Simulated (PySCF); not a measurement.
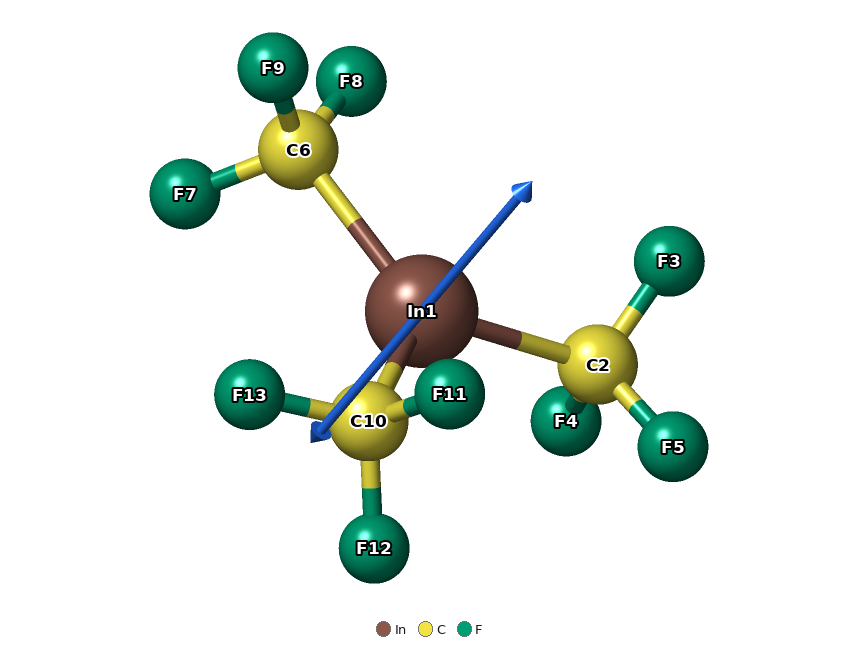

The double arrow shows the direction of the transition dipole to excited singlet state 6 (its length means nothing). The geometry was computed by an optimisation with PBE0-D3(BJ)/def2-SVP. No frequency run is at hand to confirm it as a minimum. Level of theory: TDDFT CAM-B3LYP/def2-SVPD, vertical, gas phase, core orbitals frozen in the response, core potentials on In (PySCF 2.14.0).

Give its energy, strength and character.

8.23 eV (151 nm), oscillator strength 0.13, mainly HOMO−2 → LUMO (weight 0.98); transition dipole 2.07 D.
